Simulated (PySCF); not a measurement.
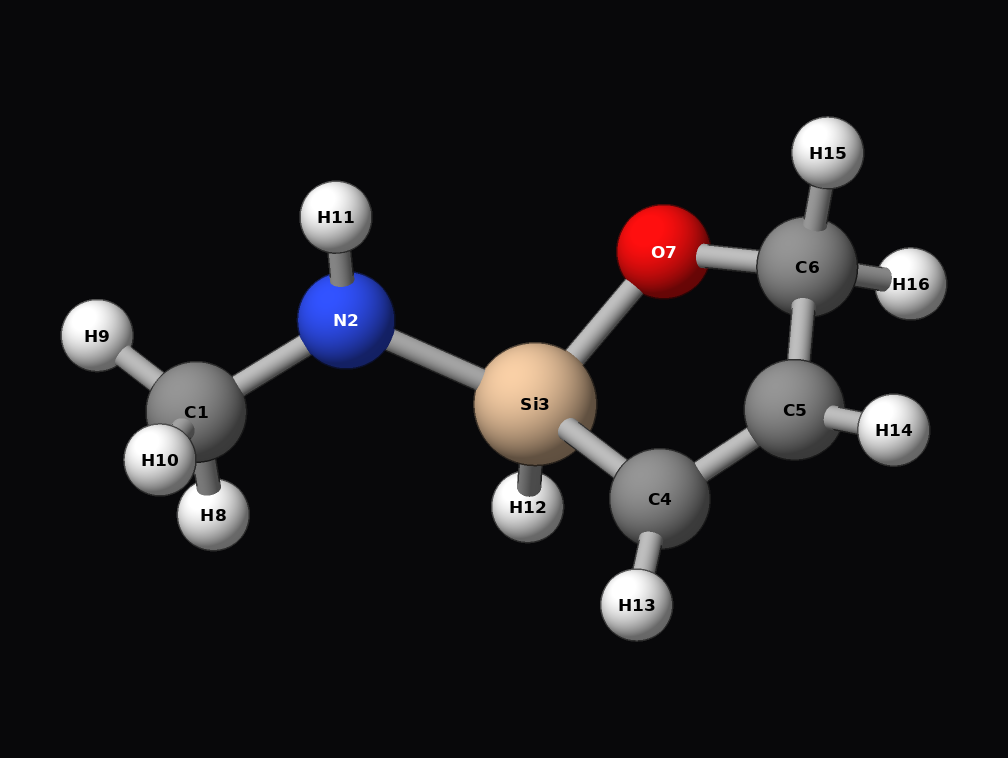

Computed geometry: GFN2-xTB optimisation. No frequency run is at hand to confirm it as a minimum. Level of theory: GIAO PBE0/pcSseg-1 NMR shielding, non-relativistic, gas phase (PySCF 2.14.0). Principal shieldings σ11 ≤ σ22 ≤ σ33, span Ω = σ33 − σ11, skew κ = 3(σiso − σ22)/Ω.

Give the shielding tensors of the N atoms.

```csv
atom,σ11,σ22,σ33,σiso,Ω,κ
N2,204.9,226.5,269.1,233.5,64.3,0.33
```

Shieldings and span in ppm.

The geometry is semi-empirical. Around Si such bond lengths and angles can be off by a tenth of an ångström or more and by several degrees, and values that hang on the shape move with them.
